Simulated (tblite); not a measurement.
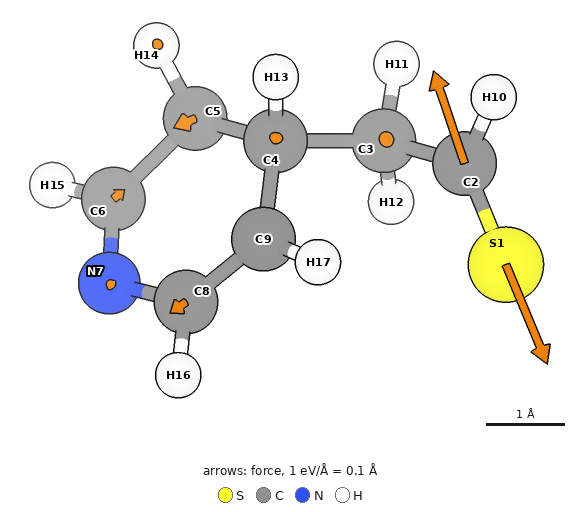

Starting geometry of C₇H₈NS (multiplicity 2) with the computed forces as orange arrows. The picture is a ball-and-stick view, seen at a tilt.

Theory: tblite, GFN2-xTB geometry optimisation, gas phase. 

Question: Is this structure relaxed? If not, where do the atoms go?

Answer: It isn't relaxed: the largest force vector, on S1, is 14.24 eV/Å. The final displacements have little in common with the starting forces (cosine between the two patterns 0.22). H14 moves most after the best rigid fit: 0.63 Å. Largest moves by element: H 0.63 Å, S 0.38 Å, C 0.26 Å, N 0.08 Å. Near-neighbour distances that change, for instance: S1–C2 1.428 → 1.621 Å, C5–C6 1.484 → 1.363 Å, C3–C4 1.515 → 1.596 Å, N7–C8 1.412 → 1.337 Å. Among the angles between lasting bonds that change: C6–C5–H14 107.5° → 121.1°, C4–C5–H14 109.4° → 118.1°, C9–C4–H13 105.4° → 111.3°. Over 72 geometry steps the energy falls by 54.7 kcal/mol.
